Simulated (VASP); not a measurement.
# CuRh2S4 (Cuprorhodsite) with PBEsol: from relaxation to properties, part 2 of 2

How well does PBEsol reproduce what experiment finds for CuRh2S4 (Cuprorhodsite)? The cell is relaxed first, and properties follow on it. The start is a cell from a database of measured crystal structures.

VASP 6.6.1; PBEsol, no spin polarisation; plane waves and PAW (Cu, Rh_pv, S).

Still holding for the runs below: This run has no spin polarisation, although Cu and Rh can carry a moment. The k-mesh is coarse for a metal.

So far. Step 7 (Core levels (PBEsol)): Atoms of one element give levels within 0.1 eV of each other. Step 8 (Field gradients at the nuclei (PBEsol)): The largest gradient, -46.72 V/Å², sits on Rh3 and like sites; the stable nuclei of Rh have no quadrupole moment in their ground state, so NMR and NQR don't see it.

**9. Volume scan with PBEsol, volume scale 0.94**

An equation of state needs energies on both sides of the minimum, all on one mesh and cutoff.

File INCAR:

```
SYSTEM = CuRh2S4
PREC = Accurate
ENCUT = 400
EDIFF = 1E-06
NELM = 100
ISMEAR = 0
SIGMA = 0.05
LREAL = .FALSE.
ALGO = Normal
GGA = PS
NBANDS = 80
LASPH = .TRUE.
LORBIT = 11
LWAVE = .FALSE.
LCHARG = .FALSE.
KPAR = 8
ISIF = 2
```

File POSCAR:

```
CuRh2S4
1.0
    0.0000000000      4.7564499465      4.7564499465
    4.7564499465      0.0000000000      4.7564499465
    4.7564499465      4.7564499465      0.0000000000
Cu Rh S
2 4 8
Direct
    0.0000000000      0.0000000000      0.0000000000
    0.2500000000      0.2500000000      0.2500000000
    0.6250000000      0.6250000000      0.6250000000
    0.1250000000      0.6250000000      0.6250000000
    0.6250000000      0.6250000000      0.1250000000
    0.6250000000      0.1250000000      0.6250000000
    0.3839428768      0.3839428768      0.3839428768
    0.4018286304      0.8660571232      0.8660571232
    0.3839428768      0.3839428768      0.8481713696
    0.8660571232      0.4018286304      0.8660571232
    0.8481713696      0.3839428768      0.3839428768
    0.8660571232      0.8660571232      0.8660571232
    0.3839428768      0.8481713696      0.3839428768
    0.8660571232      0.8660571232      0.4018286304
```

File KPOINTS:

```
Automatic mesh
0
Gamma
4 4 4
0 0 0
```

The projector-augmented-wave data sets are Cu, Rh_pv and S (PBE family, release 64).

Started as:

```sh
$ mpirun -np 8 vasp_std
```

The job ended after 26 s (8 MPI ranks of Intel Xeon 6975P-C (Granite Rapids), shared host; peak memory 3 GiB).

The scan keeps the cell's shape and the fractional positions fixed.

This step gave:

```
SCF cycles              : 20
free energy (TOTEN)     : -82.9620 eV
energy at zero smearing : -82.9548 eV
Fermi energy            : 7.945 eV
pressure                : 10.57 GPa
```

Force by atom:

```csv
atom,x (eV/Å),y (eV/Å),z (eV/Å),size
Cu1,0.000,0.000,0.000,0.000
Cu2,0.000,0.000,0.000,0.000
Rh3,0.000,0.000,0.000,0.000
Rh4,0.000,0.000,0.000,0.000
Rh5,0.000,0.000,0.000,0.000
Rh6,0.000,0.000,0.000,0.000
S7,-0.328,-0.328,-0.328,0.568
S8,0.328,-0.328,-0.328,0.568
S9,0.328,0.328,-0.328,0.568
S10,-0.328,0.328,-0.328,0.568
S11,-0.328,0.328,0.328,0.568
S12,0.328,0.328,0.328,0.568
S13,0.328,-0.328,0.328,0.568
S14,-0.328,-0.328,0.328,0.568
```

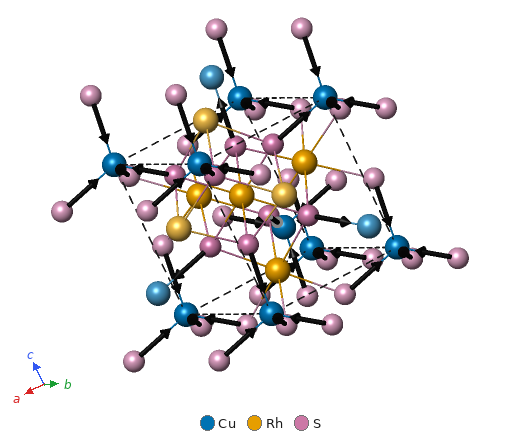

Force as arrows, the longest 0.568 eV/Å. Some periodic images of atoms are drawn too.

The pressure here is 10.57 GPa.

**10. Volume scan with PBEsol, volume scale 0.96**

INCAR is that of step 9.

Changes to POSCAR since step 9:

```diff
@@ -2,5 +2,5 @@
 1.0
-    0.0000000000      4.7564499465      4.7564499465
-    4.7564499465      0.0000000000      4.7564499465
-    4.7564499465      4.7564499465      0.0000000000
+    0.0000000000      4.7899471766      4.7899471766
+    4.7899471766      0.0000000000      4.7899471766
+    4.7899471766      4.7899471766      0.0000000000
 Cu Rh S
```

KPOINTS is that of step 9.

Started as:

```sh
$ mpirun -np 8 vasp_std
```

It took 26 s on 8 MPI ranks; peak memory 3 GiB.

Numbers from this step:

| Property | Result |
| --- | --- |
| free energy (TOTEN) | -83.2232 eV |
| energy at zero smearing | -83.2156 eV |
| Fermi energy | 7.631 eV |
| pressure | 6.656 GPa |

Force by atom:

```csv
atom,x (eV/Å),y (eV/Å),z (eV/Å),size
Cu1,0.000,0.000,0.000,0.000
Cu2,0.000,0.000,0.000,0.000
Rh3,0.000,0.000,0.000,0.000
Rh4,0.000,0.000,0.000,0.000
Rh5,0.000,0.000,0.000,0.000
Rh6,0.000,0.000,0.000,0.000
S7,-0.209,-0.209,-0.209,0.361
S8,0.209,-0.209,-0.209,0.361
S9,0.209,0.209,-0.209,0.361
S10,-0.209,0.209,-0.209,0.361
S11,-0.209,0.209,0.209,0.361
S12,0.209,0.209,0.209,0.361
S13,0.209,-0.209,0.209,0.361
S14,-0.209,-0.209,0.209,0.361
```

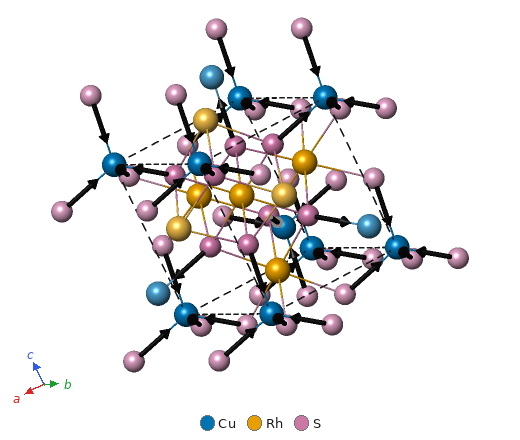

Force as arrows, the longest 0.361 eV/Å. Some periodic images of atoms are drawn too.

The pressure falls from 10.57 to 6.66 GPa.

**11. Volume scan with PBEsol, volume scale 0.98**

INCAR is that of step 10.

Changes to POSCAR since step 10:

```diff
@@ -2,5 +2,5 @@
 1.0
-    0.0000000000      4.7899471766      4.7899471766
-    4.7899471766      0.0000000000      4.7899471766
-    4.7899471766      4.7899471766      0.0000000000
+    0.0000000000      4.8229823389      4.8229823389
+    4.8229823389      0.0000000000      4.8229823389
+    4.8229823389      4.8229823389      0.0000000000
 Cu Rh S
```

KPOINTS is that of step 10.

Started as:

```sh
$ mpirun -np 8 vasp_std
```

It took 26 s on 8 MPI ranks; peak memory 3.1 GiB.

The pressure falls from 6.66 to 3.13 GPa.

The run ends at a pressure of 3.13 GPa, with forces up to 0.17 eV/Å.

**12. Volume scan with PBEsol, volume scale 1**

INCAR is that of step 11.

Changes to POSCAR since step 11:

```diff
@@ -2,5 +2,5 @@
 1.0
-    0.0000000000      4.8229823389      4.8229823389
-    4.8229823389      0.0000000000      4.8229823389
-    4.8229823389      4.8229823389      0.0000000000
+    0.0000000000      4.8555710460      4.8555710460
+    4.8555710460      0.0000000000      4.8555710460
+    4.8555710460      4.8555710460      0.0000000000
 Cu Rh S
```

KPOINTS is that of step 11.

Started as:

```sh
$ mpirun -np 8 vasp_std
```

The job ended after 33 s (8 MPI ranks; peak memory 3.1 GiB).

The pressure falls from 3.13 to 0.04 GPa.

The run ends at a pressure of 0.04 GPa, with forces up to 1.4e-4 eV/Å.

**13. Volume scan with PBEsol, volume scale 1.02**

INCAR is that of step 12.

Changes to POSCAR since step 12:

```diff
@@ -2,5 +2,5 @@
 1.0
-    0.0000000000      4.8555710460      4.8555710460
-    4.8555710460      0.0000000000      4.8555710460
-    4.8555710460      4.8555710460      0.0000000000
+    0.0000000000      4.8877280828      4.8877280828
+    4.8877280828      0.0000000000      4.8877280828
+    4.8877280828      4.8877280828      0.0000000000
 Cu Rh S
```

KPOINTS is that of step 12.

Started as:

```sh
$ mpirun -np 8 vasp_std
```

The job ended after 27 s (8 MPI ranks; peak memory 2.9 GiB; 3.5 min of CPU time).

The pressure falls from 0.04 to -2.78 GPa.

The run ends at a pressure of -2.78 GPa, with forces up to 0.16 eV/Å.

**14. Volume scan with PBEsol, volume scale 1.04**

INCAR is that of step 13.

Changes to POSCAR since step 13:

```diff
@@ -2,5 +2,5 @@
 1.0
-    0.0000000000      4.8877280828      4.8877280828
-    4.8877280828      0.0000000000      4.8877280828
-    4.8877280828      4.8877280828      0.0000000000
+    0.0000000000      4.9194674662      4.9194674662
+    4.9194674662      0.0000000000      4.9194674662
+    4.9194674662      4.9194674662      0.0000000000
 Cu Rh S
```

KPOINTS is that of step 13.

Started as:

```sh
$ mpirun -np 8 vasp_std
```

The job ended after 29 s (8 MPI ranks; peak memory 3 GiB).

The pressure falls from -2.78 to -5.23 GPa.

The run ends at a pressure of -5.23 GPa, with forces up to 0.30 eV/Å.

**15. Volume scan with PBEsol, volume scale 1.06**

A prediction first. A parabola through the 6 pressures of evenly scaled cells so far, P = 0.01 -147.9 t +365 t² GPa with t = ln(V/V₁) and V₁ the volume at scale 1, gives -7.36 GPa at t = +0.0583.

INCAR is that of step 14.

Changes to POSCAR since step 14:

```diff
@@ -2,5 +2,5 @@
 1.0
-    0.0000000000      4.9194674662      4.9194674662
-    4.9194674662      0.0000000000      4.9194674662
-    4.9194674662      4.9194674662      0.0000000000
+    0.0000000000      4.9508024987      4.9508024987
+    4.9508024987      0.0000000000      4.9508024987
+    4.9508024987      4.9508024987      0.0000000000
 Cu Rh S
```

KPOINTS is that of step 14.

Started as:

```sh
$ mpirun -np 8 vasp_std
```

The job ended after 26 s (8 MPI ranks; peak memory 3 GiB).

The pressure falls from -5.23 to -7.48 GPa. The parabola predicted -7.36 GPa, +0.11 GPa off.

**16. Comparing the runs**

Times are for 8 MPI ranks of Intel Xeon 6975P-C (Granite Rapids), shared host. The runs compared:

```csv
no.,volume scale,energy above the lowest point (meV/atom),pressure (GPa),time,memory (GiB)
1,0.94,33.63,10.57,26 s,3.0
2,0.96,15,6.656,26 s,3.0
3,0.98,4.12,3.132,26 s,3.1
4,1,0,0.03917,33 s,3.1
5,1.02,2.1,-2.782,27 s,2.9
6,1.04,9.41,-5.225,29 s,3.0
7,1.06,21.64,-7.475,26 s,3.0
```

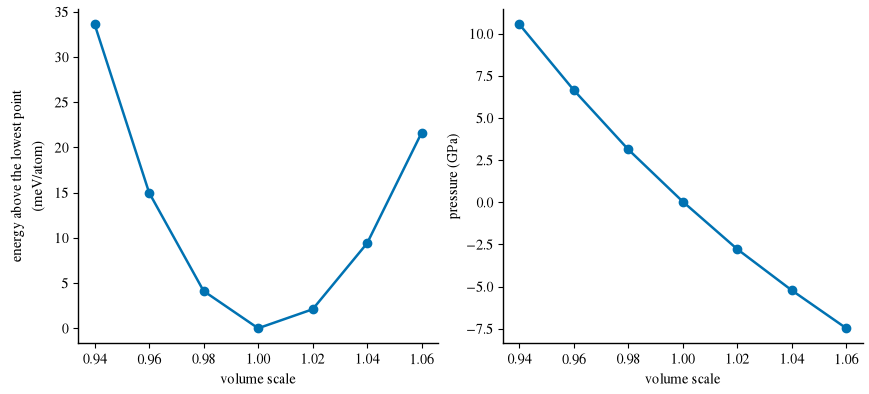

The series as plots.

**17. Fit for PBEsol**

This step: Birch-Murnaghan fit, PBEsol; plane waves and PAW (VASP 6.6.1).

No new run; the numbers come from the runs before.

This step gave:

```
pressure derivative of the bulk modulus : 4.985
r.m.s. error of the fit                 : 3.02e-5 eV/atom
minimum inside the sampled range        : yes
bulk modulus                            : 146.3 GPa
equilibrium volume of the fit           : 16.40 Å³/atom
```

Table of energy above the fitted minimum by volume:

```csv
volume (Å³/atom),energy above the fitted minimum (eV/atom)
15.373,0.0337
15.700,0.0150
16.027,0.00415
16.354,3.0e-5
16.681,0.00213
17.008,0.00944
17.335,0.0217
```

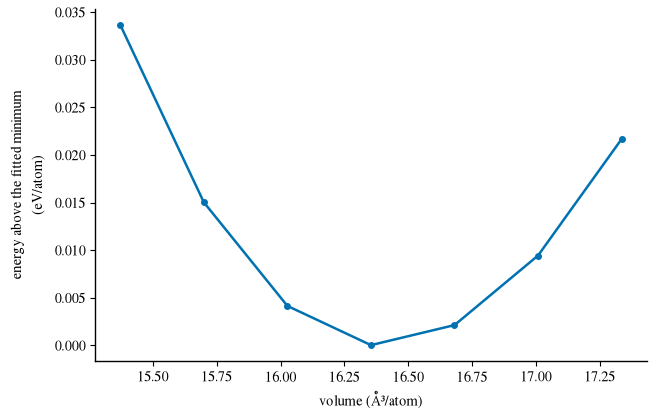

Energy above the fitted minimum against volume.

The fitted volume lies +0.30 % from the relaxed one. At a finite cutoff and mesh the minimum of the energy and the zero of the stress don't quite coincide, and the relaxation stops at a threshold. The atoms bear forces along the scan, since they were held; freeing them would lower the modulus.

**18. What came out**

```
relaxed volume                            : 16.35 Å³/atom
relaxed conventional cell a, b, c         : 9.711, 9.711, 9.711 Å
space group after relaxing, within 0.02 Å : Fd-3m (No. 227)
band gap                                  : none, a metal
DOS at the Fermi level                    : 9.33 states/eV/cell
shallowest level of the frozen cores      : Cu1 3p, 70.0 eV deep
largest field gradient Vzz                : -46.72 V/Å² on Rh3
bulk modulus from the fit                 : 146 GPa
volume from the fit                       : 16.4 Å³/atom
```

With PBEsol, CuRh2S4 (Cuprorhodsite) relaxes to 16.35 Å³/atom in space group Fd-3m (held by the symmetry of the run), comes out as a metal and has a bulk modulus of 146 GPa at fixed shape and positions, an upper bound. Against the listed cell the volume lies -2.4 %. Band structure (PBEsol): Of the bands kept, 2 cross the Fermi level on this path. Spin-orbit coupling is left out; it would split some degenerate bands. The k-sampling is coarse for a metal, so the Fermi level, pressures and the shape of the cell carry errors. Magnetism was not tested. No search among competing phases was made, and a listed structure need not be the one stable at ambient conditions. All values are for a static lattice at zero temperature.

Calculation against experiment:

| quantity | measured | PBEsol |
| --- | --- | --- |
| lattice constant a (Å) | 9.79 | 9.711 (-0.8 %) |

Measured values from arxiv:cond-mat/9906209 (1999).

Verdict: The lattice constant a is off by -0.8 %: fair agreement. The grades are ours: good and fair within 0.7 and 1.5 % for the lattice constant a. Zero-point motion and thermal expansion are not in the computed lattice constants.

[Lines on the potential files, build, host, timing and source positions are cut from VASP's logs without a mark.]

[Logs are printed without paths, hosts, clocks, repeated set-up lines and the standing remarks that a program may print on its own settings, such as how far it seeks lower states.]

[Hosts, paths, dates, database ids (printed as entryN), source tags and the programs' standing remarks are cut or masked in the printed files.]

[A measured line is paired with the nearest computed mode of its activity, which favours agreement.]

[In band tables of VASP the shares of atoms and orbitals are scaled to a sum of 1 inside the atoms' spheres.]
